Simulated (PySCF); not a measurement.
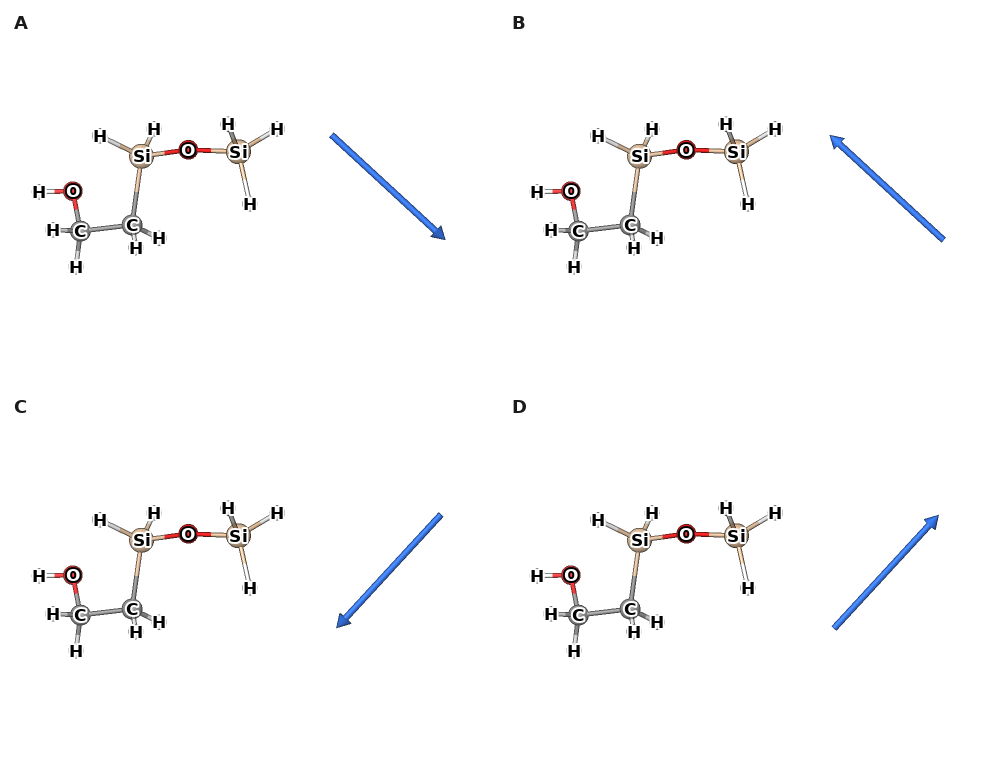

The same molecule four times, each with an arrow. Computed geometry: GFN2-xTB optimisation. No frequency run is at hand to confirm it as a minimum. Level of theory: CAM-B3LYP/def2-SVPD, gas phase (PySCF 2.14.0).

Which arrow points along the dipole moment, from the negative to the positive end?

C. The dipole moment is 2.32 D.

The geometry is semi-empirical. Around Si such bond lengths and angles can be off by a tenth of an ångström or more and by several degrees, and values that hang on the shape move with them.
